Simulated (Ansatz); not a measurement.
# InH4+ (triplet): PBE, BLYP, r2SCAN, B97M-V, PBE0, B3LYP, wB97M-V, B2PLYP over vertical gaps between states, def2-QZVPP, part 1 of 2

How well do these functionals follow the top wave-function level for InH4+ (triplet) over vertical gaps between states?

Method: def2-QZVPP, all electrons in the functionals, frozen cores in the correlation of double hybrids and RPA; program: Ansatz 0.2.0, Gaussian basis.

To be run: PBE, BLYP, r2SCAN, B97M-V, PBE0, B3LYP, wB97M-V, B2PLYP, at charge 1, triplet; charge 1, singlet; charge 1, quintet.

6 further runs of the same task are left out: 6 set aside as unsound or not needed.

### Step 1. The geometry

The geometry is a PBE0/def2-TZVP stationary point (not a proven minimum). No spin-orbit coupling is included. Elements past krypton take def2 core potentials.

5 atoms, charge 1, spin multiplicity 3.

Atoms are counted from 1 here; the program's logs count them from 0.

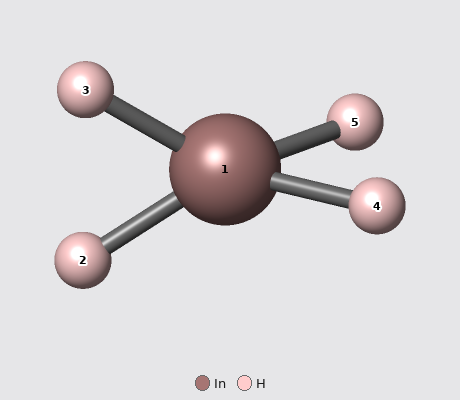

The geometry (indium brown, hydrogen pink); atoms are numbered from 1 in the order of the file.

Coordinates:

```xyz
5
H4In
In    0.00000    0.00000    0.00000
H     0.70138    0.71532    1.49289
H    -0.70912   -0.70529    1.49401
H    -0.70644    0.70023   -1.49766
H     0.71417   -0.71026   -1.48924
```

No dispersion term is added; B97M-V, wB97M-V hold VV10 nonlocal correlation. B3LYP takes the VWN-RPA correlation.

The geometry shown and the zero of energy belong to the point charge 1, triplet. The yardstick, RCCSD(T), and other wave-function levels (R restricted, U unrestricted, valence and pair active spaces) come from earlier runs.

### Step 2. PBE, charge 1, triplet

in.yaml reads:

```yaml
crystal:
  periodic: [false, false, false]
  atoms:
    - {symbol: In, position_ang: [0.000000, 0.000000, 0.000000]}
    - {symbol: H, position_ang: [0.701384, 0.715322, 1.492890]}
    - {symbol: H, position_ang: [-0.709117, -0.705291, 1.494010]}
    - {symbol: H, position_ang: [-0.706435, 0.700227, -1.497657]}
    - {symbol: H, position_ang: [0.714168, -0.710258, -1.489243]}
basis:
  gaussian: {orbitals: "def2-QZVPP.json"}
total_charge: 1
magnetization: {spin_polarized: true, initial_magnetization: 2}
hamiltonian: {xc: {name: PBE}}
output: {orbitals: {seedname: orbitals}}
```

Started as:

```sh
ansatz run in.yaml --threads 1 --pin off --events-out ev --progress --plain --max-ram 2393MiB
```

Output:

```text
Functional definition: PBE
  name "PBE"
  cite "Perdew, Burke & Ernzerhof, Phys. Rev. Lett. 77, 3865 (1996) doi:10.1103/PhysRevLett.77.3865"
  parent pbe
  parameter kappa = 0.804
  parameter beta = 0.06672455060314922
  exchange = pbe_x(kappa = kappa, mu = beta*pi^2/3)
  correlation = pbe_c(beta = beta)
666 factors; their error is unknown
mean field evaluation 1: about -5224.9668 eV, gradient 1.0e1 eV
mean field evaluation 2: about -5225.3965 eV, gradient 7.6e0 eV
mean field evaluation 4: about -5225.6265 eV, gradient 2.0e-1 eV
mean field evaluation 8: about -5225.6205 eV, gradient 1.5e-1 eV
mean field -5225.62062185 eV, -192.0380158003 hartree, gradient 5.7e-5 eV, S^2 2.010392; 0 other end points of the search recorded, 0 dependent functions left out
reference -5225.62066613 eV, -192.0380174274 hartree; 13, 11 occupied and 189, 191 virtual orbitals, 666 factors
Total energy: -5225.62066613 eV, -192.0380174274 hartree
```

It took 4.2 s on 1 thread of Arm Neoverse V2, shared host.

From the report: ⟨S²⟩ of the determinant 2.010 (pure triplet: 2.00).

### Step 3. PBE, charge 1, singlet

Edit in.yaml of step 2 so:

```diff
@@ -11,3 +11,3 @@
 total_charge: 1
-magnetization: {spin_polarized: true, initial_magnetization: 2}
+magnetization: {spin_polarized: true, initial_magnetization: 0}
 hamiltonian: {xc: {name: PBE}}
```

Launched as before.

Output:

```text
Functional definition: PBE
  name "PBE"
  cite "Perdew, Burke & Ernzerhof, Phys. Rev. Lett. 77, 3865 (1996) doi:10.1103/PhysRevLett.77.3865"
  parent pbe
  parameter kappa = 0.804
  parameter beta = 0.06672455060314922
  exchange = pbe_x(kappa = kappa, mu = beta*pi^2/3)
  correlation = pbe_c(beta = beta)
666 factors; their error is unknown
mean field evaluation 1: about -5219.3704 eV, gradient 2.1e1 eV
mean field evaluation 2: about -5199.4719 eV, gradient 5.9e1 eV
mean field evaluation 4: about -5220.3065 eV, gradient 1.7e1 eV
mean field evaluation 8: about -5220.4418 eV, gradient 1.8e1 eV
mean field evaluation 16: about -5224.7318 eV, gradient 1.0e-1 eV
mean field evaluation 32: about -5224.1500 eV, gradient 1.5e1 eV
mean field evaluation 64: about -5222.8611 eV, gradient 4.7e-3 eV
mean field evaluation 96: about -5222.9570 eV, gradient 9.1e-1 eV
mean field -5225.65643751 eV, -192.0393320013 hartree, gradient 1.1e-5 eV, S^2 1.030473; 8 other end points of the search recorded, 0 dependent functions left out
reference -5225.65648122 eV, -192.0393336076 hartree; 12, 12 occupied and 190, 190 virtual orbitals, 666 factors
Total energy: -5225.65648122 eV, -192.0393336076 hartree
```

It took 23 s on 1 thread of Arm Neoverse V2, shared host; peak memory 0.37 GiB.

From the report: ⟨S²⟩ of the determinant 1.030 (pure singlet: 0.00). The determinant of PBE (⟨S²⟩ 1.03) is far from a pure spin state, so its energy mixes those of several spin states; that is harmless only where they are near-degenerate.

From charge 1, triplet: -0.036 eV.

### Step 4. PBE, charge 1, quintet

Edit in.yaml of step 3 so:

```diff
@@ -11,3 +11,3 @@
 total_charge: 1
-magnetization: {spin_polarized: true, initial_magnetization: 0}
+magnetization: {spin_polarized: true, initial_magnetization: 4}
 hamiltonian: {xc: {name: PBE}}
```

Launched as before.

Output:

```text
Functional definition: PBE
  name "PBE"
  cite "Perdew, Burke & Ernzerhof, Phys. Rev. Lett. 77, 3865 (1996) doi:10.1103/PhysRevLett.77.3865"
  parent pbe
  parameter kappa = 0.804
  parameter beta = 0.06672455060314922
  exchange = pbe_x(kappa = kappa, mu = beta*pi^2/3)
  correlation = pbe_c(beta = beta)
666 factors; their error is unknown
mean field evaluation 1: about -5219.2820 eV, gradient 6.6e0 eV
mean field evaluation 2: about -5219.6011 eV, gradient 3.1e0 eV
mean field evaluation 4: about -5219.6414 eV, gradient 2.1e-1 eV
mean field evaluation 8: about -5219.6367 eV, gradient 2.5e-2 eV
mean field evaluation 16: about -5218.2552 eV, gradient 3.3e0 eV
mean field -5219.63666689 eV, -191.8181095114 hartree, gradient 9.7e-6 eV, S^2 6.003949; 0 other end points of the search recorded, 0 dependent functions left out
reference -5219.63671552 eV, -191.8181112986 hartree; 14, 10 occupied and 188, 192 virtual orbitals, 666 factors
Total energy: -5219.63671552 eV, -191.8181112986 hartree
```

Run time: 4.6 s. Hardware: 1 thread of Arm Neoverse V2, shared host.

From the report: ⟨S²⟩ of the determinant 6.004 (pure quintet: 6.00).

From charge 1, triplet: +5.984 eV.

### Step 5. BLYP, charge 1, triplet

Edit in.yaml of step 4 so:

```diff
@@ -11,4 +11,3 @@
 total_charge: 1
-magnetization: {spin_polarized: true, initial_magnetization: 4}
-hamiltonian: {xc: {name: PBE}}
-output: {orbitals: {seedname: orbitals}}
+magnetization: {spin_polarized: true, initial_magnetization: 2}
+hamiltonian: {xc: {name: BLYP}}
```

Launched as before.

Output:

```text
Functional definition: BLYP
  name "BLYP"
  cite "Becke, Phys. Rev. A 38, 3098 (1988) doi:10.1103/PhysRevA.38.3098"
  cite "Lee, Yang & Parr, Phys. Rev. B 37, 785 (1988) doi:10.1103/PhysRevB.37.785"
  parameter beta = 0.0042
  parameter a = 0.04918
  parameter b = 0.132
  parameter c = 0.2533
  parameter d = 0.349
  exchange = b88_x(beta = beta)
  correlation = lyp_c(a = a, b = b, c = c, d = d)
666 factors; their error is unknown
mean field evaluation 1: about -5223.7036 eV, gradient 1.1e1 eV
mean field evaluation 2: about -5224.1864 eV, gradient 8.4e0 eV
mean field evaluation 4: about -5224.4766 eV, gradient 2.0e-1 eV
mean field evaluation 8: about -5224.4706 eV, gradient 1.4e-1 eV
mean field evaluation 16: about -5224.4707 eV, gradient 3.4e-6 eV
mean field -5224.47068657 eV, -191.9957564582 hartree, gradient 3.3e-6 eV, S^2 2.011435; 0 other end points of the search recorded, 0 dependent functions left out
reference -5224.47099549 eV, -191.9957678105 hartree; 13, 11 occupied and 189, 191 virtual orbitals, 666 factors
Total energy: -5224.47099549 eV, -191.9957678105 hartree
```

It took 4.9 s on 1 thread of Arm Neoverse V2, shared host.

From the report: ⟨S²⟩ of the determinant 2.011 (pure triplet: 2.00).

### Step 6. BLYP, charge 1, singlet

Edit in.yaml of step 5 so:

```diff
@@ -11,3 +11,3 @@
 total_charge: 1
-magnetization: {spin_polarized: true, initial_magnetization: 2}
+magnetization: {spin_polarized: true, initial_magnetization: 0}
 hamiltonian: {xc: {name: BLYP}}
```

The command is unchanged.

Output, cut to the lines that bear on the results:

```text
Functional definition: BLYP
  name "BLYP"
  cite "Becke, Phys. Rev. A 38, 3098 (1988) doi:10.1103/PhysRevA.38.3098"
  cite "Lee, Yang & Parr, Phys. Rev. B 37, 785 (1988) doi:10.1103/PhysRevB.37.785"
[...]
666 factors; their error is unknown
[...]
mean field -5224.51628685 eV, -191.9974322374 hartree, gradient 6.3e-6 eV, S^2 1.030804; 8 other end points of the search recorded, 0 dependent functions left out
reference -5224.51659563 eV, -191.9974435848 hartree; 12, 12 occupied and 190, 190 virtual orbitals, 666 factors
Total energy: -5224.51659563 eV, -191.9974435848 hartree
```

Wall time 24 s (1 thread of Arm Neoverse V2, shared host); peak memory 0.36 GiB.

From the report: ⟨S²⟩ of the determinant 1.031 (pure singlet: 0.00). The determinant of BLYP (⟨S²⟩ 1.03) is far from a pure spin state, so its energy mixes those of several spin states; that is harmless only where they are near-degenerate.

From charge 1, triplet: -0.046 eV.

### Step 7. BLYP, charge 1, quintet

Edit in.yaml of step 6 so:

```diff
@@ -11,3 +11,3 @@
 total_charge: 1
-magnetization: {spin_polarized: true, initial_magnetization: 0}
+magnetization: {spin_polarized: true, initial_magnetization: 4}
 hamiltonian: {xc: {name: BLYP}}
```

Launched as before.

Output:

```text
Functional definition: BLYP
  name "BLYP"
  cite "Becke, Phys. Rev. A 38, 3098 (1988) doi:10.1103/PhysRevA.38.3098"
  cite "Lee, Yang & Parr, Phys. Rev. B 37, 785 (1988) doi:10.1103/PhysRevB.37.785"
  parameter beta = 0.0042
  parameter a = 0.04918
  parameter b = 0.132
  parameter c = 0.2533
  parameter d = 0.349
  exchange = b88_x(beta = beta)
  correlation = lyp_c(a = a, b = b, c = c, d = d)
666 factors; their error is unknown
mean field evaluation 1: about -5217.9598 eV, gradient 7.2e0 eV
mean field evaluation 2: about -5218.3165 eV, gradient 3.7e0 eV
mean field evaluation 4: about -5218.3721 eV, gradient 1.6e-1 eV
mean field evaluation 8: about -5218.3675 eV, gradient 9.5e-2 eV
mean field evaluation 16: about -5216.8978 eV, gradient 3.2e0 eV
mean field -5218.36753784 eV, -191.7714698789 hartree, gradient 1.1e-5 eV, S^2 6.003842; 0 other end points of the search recorded, 0 dependent functions left out
reference -5218.36785565 eV, -191.7714815582 hartree; 14, 10 occupied and 188, 192 virtual orbitals, 666 factors
Total energy: -5218.36785565 eV, -191.7714815582 hartree
```

Run time: 5.5 s. Hardware: 1 thread of Arm Neoverse V2, shared host.

From the report: ⟨S²⟩ of the determinant 6.004 (pure quintet: 6.00).

From charge 1, triplet: +6.103 eV.

### Step 8. r2SCAN, charge 1, triplet

Edit in.yaml of step 7 so:

```diff
@@ -11,3 +11,3 @@
 total_charge: 1
-magnetization: {spin_polarized: true, initial_magnetization: 4}
-hamiltonian: {xc: {name: BLYP}}
+magnetization: {spin_polarized: true, initial_magnetization: 2}
+hamiltonian: {xc: {name: r2SCAN}}
```

The command is unchanged.

Output:

```text
Functional definition: r2SCAN
  name "r2SCAN"
  cite "Furness, Kaplan, Ning, Perdew & Sun, J. Phys. Chem. Lett. 11, 8208 (2020) doi:10.1021/acs.jpclett.0c02405"
  cite "Furness, Kaplan, Ning, Perdew & Sun, J. Phys. Chem. Lett. 11, 9248 (2020) doi:10.1021/acs.jpclett.0c03077"
  parent r2scan
  parameter k0 = 0.174
  parameter k1 = 0.065
  parameter a1 = 4.9479
  exchange = r2scan_x(k0 = k0, k1 = k1, a1 = a1)
  correlation = r2scan_c
666 factors; their error is unknown
mean field evaluation 1: about -5227.3157 eV, gradient 8.1e0 eV
mean field evaluation 2: about -5227.6846 eV, gradient 4.0e0 eV
mean field evaluation 4: about -5227.7544 eV, gradient 3.3e-1 eV
mean field evaluation 8: about -5227.7488 eV, gradient 3.8e-3 eV
mean field -5227.74876624 eV, -192.1162236639 hartree, gradient 1.4e-5 eV, S^2 2.022982; 0 other end points of the search recorded, 0 dependent functions left out
reference -5227.74878163 eV, -192.1162242294 hartree; 13, 11 occupied and 189, 191 virtual orbitals, 666 factors
Total energy: -5227.74878163 eV, -192.1162242294 hartree
```

It took 8 s on 1 thread of Arm Neoverse V2, shared host; peak memory 0.25 GiB.

From the report: ⟨S²⟩ of the determinant 2.023 (pure triplet: 2.00).

### Step 9. r2SCAN, charge 1, singlet

Edit in.yaml of step 8 so:

```diff
@@ -11,3 +11,3 @@
 total_charge: 1
-magnetization: {spin_polarized: true, initial_magnetization: 2}
+magnetization: {spin_polarized: true, initial_magnetization: 0}
 hamiltonian: {xc: {name: r2SCAN}}
```

The command is unchanged.

Output, cut to the lines that bear on the results:

```text
Functional definition: r2SCAN
  name "r2SCAN"
  cite "Furness, Kaplan, Ning, Perdew & Sun, J. Phys. Chem. Lett. 11, 8208 (2020) doi:10.1021/acs.jpclett.0c02405"
  cite "Furness, Kaplan, Ning, Perdew & Sun, J. Phys. Chem. Lett. 11, 9248 (2020) doi:10.1021/acs.jpclett.0c03077"
  parent r2scan
[...]
666 factors; their error is unknown
[...]
mean field -5227.82908588 eV, -192.1191753562 hartree, gradient 1.6e-5 eV, S^2 1.058746; 5 other end points of the search recorded, 0 dependent functions left out
reference -5227.82910110 eV, -192.1191759155 hartree; 12, 12 occupied and 190, 190 virtual orbitals, 666 factors
Total energy: -5227.82910110 eV, -192.1191759155 hartree
```

Run time: 36 s. Hardware: 1 thread of Arm Neoverse V2, shared host; peak memory 0.38 GiB.

From the report: ⟨S²⟩ of the determinant 1.059 (pure singlet: 0.00). The determinant of r2SCAN (⟨S²⟩ 1.06) is far from a pure spin state, so its energy mixes those of several spin states; that is harmless only where they are near-degenerate.

From charge 1, triplet: -0.080 eV.

### Step 10. r2SCAN, charge 1, quintet

Edit in.yaml of step 9 so:

```diff
@@ -11,3 +11,3 @@
 total_charge: 1
-magnetization: {spin_polarized: true, initial_magnetization: 0}
+magnetization: {spin_polarized: true, initial_magnetization: 4}
 hamiltonian: {xc: {name: r2SCAN}}
```

Launched as before.

Output:

```text
Functional definition: r2SCAN
  name "r2SCAN"
  cite "Furness, Kaplan, Ning, Perdew & Sun, J. Phys. Chem. Lett. 11, 8208 (2020) doi:10.1021/acs.jpclett.0c02405"
  cite "Furness, Kaplan, Ning, Perdew & Sun, J. Phys. Chem. Lett. 11, 9248 (2020) doi:10.1021/acs.jpclett.0c03077"
  parent r2scan
  parameter k0 = 0.174
  parameter k1 = 0.065
  parameter a1 = 4.9479
  exchange = r2scan_x(k0 = k0, k1 = k1, a1 = a1)
  correlation = r2scan_c
666 factors; their error is unknown
mean field evaluation 1: about -5221.4519 eV, gradient 5.5e0 eV
mean field evaluation 2: about -5221.6981 eV, gradient 1.5e0 eV
mean field evaluation 4: about -5221.7108 eV, gradient 2.8e-1 eV
mean field evaluation 8: about -5221.7051 eV, gradient 4.6e-2 eV
mean field evaluation 16: about -5220.3353 eV, gradient 3.7e0 eV
mean field -5221.70512259 eV, -191.8941238564 hartree, gradient 5.5e-5 eV, S^2 6.006243; 1 other end points of the search recorded, 0 dependent functions left out
reference -5221.70513993 eV, -191.8941244936 hartree; 14, 10 occupied and 188, 192 virtual orbitals, 666 factors
Total energy: -5221.70513993 eV, -191.8941244936 hartree
```

Run time: 9 s. Hardware: 1 thread of Arm Neoverse V2, shared host; peak memory 0.27 GiB.

From the report: ⟨S²⟩ of the determinant 6.006 (pure quintet: 6.00).

From charge 1, triplet: +6.044 eV.

### Step 11. B97M-V, charge 1, triplet

Edit in.yaml of step 10 so:

```diff
@@ -11,3 +11,3 @@
 total_charge: 1
-magnetization: {spin_polarized: true, initial_magnetization: 4}
-hamiltonian: {xc: {name: r2SCAN}}
+magnetization: {spin_polarized: true, initial_magnetization: 2}
+hamiltonian: {xc: {name: B97M-V}}
```

Launched as before.

Output, cut to the lines that bear on the results:

```text
Functional definition: B97M-V
  name "B97M-V"
  cite "Mardirossian & Head-Gordon, J. Chem. Phys. 142, 074111 (2015) doi:10.1063/1.4907719"
  cite "Becke, J. Chem. Phys. 107, 8554 (1997) doi:10.1063/1.475007"
  cite "Vydrov & Van Voorhis, J. Chem. Phys. 133, 244103 (2010) doi:10.1063/1.3521275"
  # Of w^i u^j: cxij and so on, Table III.
[...]
  gx(w, u) = cx00 + cx01*u + cx02*u^2 + (cx10 + cx11*u)*w
  gss(w, u) = css00 + css02*u^2 + css10*w + (css32*w^3 + css42*w^4)*u^2
  gos(w, u) = cos00 + cos01*u + cos03*u^3 + cos10*w + cos32*w^3*u^2
[...]
      + integral(e_c_pw_mod_opposite_spin*gos(b97_w_opposite, b97_u_opposite)) + vv10(b, c)
666 factors; their error is unknown
[...]
mean field -5225.78190141 eV, -192.0439427145 hartree, gradient 6.8e-5 eV, S^2 2.010762; 0 other end points of the search recorded, 0 dependent functions left out
reference -5225.78196502 eV, -192.0439450523 hartree; 13, 11 occupied and 189, 191 virtual orbitals, 666 factors
Total energy: -5225.78196502 eV, -192.0439450523 hartree
```

It took 16 s on 1 thread of Arm Neoverse V2, shared host; peak memory 0.32 GiB.

From the report: ⟨S²⟩ of the determinant 2.011 (pure triplet: 2.00).

### Step 12. B97M-V, charge 1, singlet

Edit in.yaml of step 11 so:

```diff
@@ -11,3 +11,3 @@
 total_charge: 1
-magnetization: {spin_polarized: true, initial_magnetization: 2}
+magnetization: {spin_polarized: true, initial_magnetization: 0}
 hamiltonian: {xc: {name: B97M-V}}
```

The command is unchanged.

Output, cut to the lines that bear on the results:

```text
Functional definition: B97M-V
  name "B97M-V"
  cite "Mardirossian & Head-Gordon, J. Chem. Phys. 142, 074111 (2015) doi:10.1063/1.4907719"
  cite "Becke, J. Chem. Phys. 107, 8554 (1997) doi:10.1063/1.475007"
  cite "Vydrov & Van Voorhis, J. Chem. Phys. 133, 244103 (2010) doi:10.1063/1.3521275"
  # Of w^i u^j: cxij and so on, Table III.
[...]
  gx(w, u) = cx00 + cx01*u + cx02*u^2 + (cx10 + cx11*u)*w
  gss(w, u) = css00 + css02*u^2 + css10*w + (css32*w^3 + css42*w^4)*u^2
  gos(w, u) = cos00 + cos01*u + cos03*u^3 + cos10*w + cos32*w^3*u^2
[...]
      + integral(e_c_pw_mod_opposite_spin*gos(b97_w_opposite, b97_u_opposite)) + vv10(b, c)
666 factors; their error is unknown
[...]
mean field -5225.79342267 eV, -192.0443661129 hartree, gradient 2.8e-5 eV, S^2 1.025358; 9 other end points of the search recorded, 0 dependent functions left out
reference -5225.79348554 eV, -192.0443684236 hartree; 12, 12 occupied and 190, 190 virtual orbitals, 666 factors
Total energy: -5225.79348554 eV, -192.0443684236 hartree
```

Run time: 95 s. Hardware: 1 thread of Arm Neoverse V2, shared host; peak memory 0.55 GiB.

From the report: ⟨S²⟩ of the determinant 1.025 (pure singlet: 0.00). The determinant of B97M-V (⟨S²⟩ 1.03) is far from a pure spin state, so its energy mixes those of several spin states; that is harmless only where they are near-degenerate.

From charge 1, triplet: -0.012 eV.

### Step 13. B97M-V, charge 1, quintet

Edit in.yaml of step 12 so:

```diff
@@ -11,3 +11,3 @@
 total_charge: 1
-magnetization: {spin_polarized: true, initial_magnetization: 0}
+magnetization: {spin_polarized: true, initial_magnetization: 4}
 hamiltonian: {xc: {name: B97M-V}}
```

Launched as before.

Output, cut to the lines that bear on the results:

```text
Functional definition: B97M-V
  name "B97M-V"
  cite "Mardirossian & Head-Gordon, J. Chem. Phys. 142, 074111 (2015) doi:10.1063/1.4907719"
  cite "Becke, J. Chem. Phys. 107, 8554 (1997) doi:10.1063/1.475007"
  cite "Vydrov & Van Voorhis, J. Chem. Phys. 133, 244103 (2010) doi:10.1063/1.3521275"
  # Of w^i u^j: cxij and so on, Table III.
[...]
  gx(w, u) = cx00 + cx01*u + cx02*u^2 + (cx10 + cx11*u)*w
  gss(w, u) = css00 + css02*u^2 + css10*w + (css32*w^3 + css42*w^4)*u^2
  gos(w, u) = cos00 + cos01*u + cos03*u^3 + cos10*w + cos32*w^3*u^2
[...]
      + integral(e_c_pw_mod_opposite_spin*gos(b97_w_opposite, b97_u_opposite)) + vv10(b, c)
666 factors; their error is unknown
[...]
mean field -5219.21821239 eV, -191.8027315921 hartree, gradient 2.3e-5 eV, S^2 6.004854; 0 other end points of the search recorded, 0 dependent functions left out
reference -5219.21828275 eV, -191.8027341778 hartree; 14, 10 occupied and 188, 192 virtual orbitals, 666 factors
Total energy: -5219.21828275 eV, -191.8027341778 hartree
```

It took 17 s on 1 thread of Arm Neoverse V2, shared host; peak memory 0.34 GiB.

From the report: ⟨S²⟩ of the determinant 6.005 (pure quintet: 6.00).

From charge 1, triplet: +6.564 eV.

### Step 14. PBE0, charge 1, triplet

Edit in.yaml of step 13 so:

```diff
@@ -11,3 +11,4 @@
 total_charge: 1
-magnetization: {spin_polarized: true, initial_magnetization: 4}
-hamiltonian: {xc: {name: B97M-V}}
+magnetization: {spin_polarized: true, initial_magnetization: 2}
+hamiltonian: {xc: {name: PBE0}}
+output: {orbitals: {seedname: orbitals}}
```

Launched as before.

Output:

```text
Functional definition: PBE0
  name "PBE0"
  cite "Adamo & Barone, J. Chem. Phys. 110, 6158 (1999) doi:10.1063/1.478522"
  cite "Perdew, Burke & Ernzerhof, Phys. Rev. Lett. 77, 3865 (1996) doi:10.1103/PhysRevLett.77.3865"
  parent pbe
  parameter a = 0.25
  parameter kappa = 0.804
  parameter beta = 0.06672455060314922
  exchange = (1 - a)*pbe_x(kappa = kappa, mu = beta*pi^2/3) + a*exact_x
  correlation = pbe_c(beta = beta)
756 factors; their error is unknown
mean field evaluation 1: about -5225.2449 eV, gradient 7.0e0 eV
mean field evaluation 2: about -5225.5122 eV, gradient 2.9e0 eV
mean field evaluation 4: about -5225.5450 eV, gradient 2.2e-1 eV
mean field evaluation 8: about -5225.5957 eV, gradient 1.6e-2 eV
mean field evaluation 16: about -5225.5957 eV, gradient 4.3e-5 eV
mean field -5225.59565555 eV, -192.0370983055 hartree, gradient 4.3e-5 eV, S^2 2.018563; 0 other end points of the search recorded, 0 dependent functions left out
reference -5225.59568829 eV, -192.0370995089 hartree; 13, 11 occupied and 189, 191 virtual orbitals, 756 factors
Total energy: -5225.59568829 eV, -192.0370995089 hartree
```

It took 5.5 s on 1 thread of Arm Neoverse V2, shared host; peak memory 0.35 GiB.

From the report: ⟨S²⟩ of the determinant 2.019 (pure triplet: 2.00).

(Continued in part 2 of 2.)
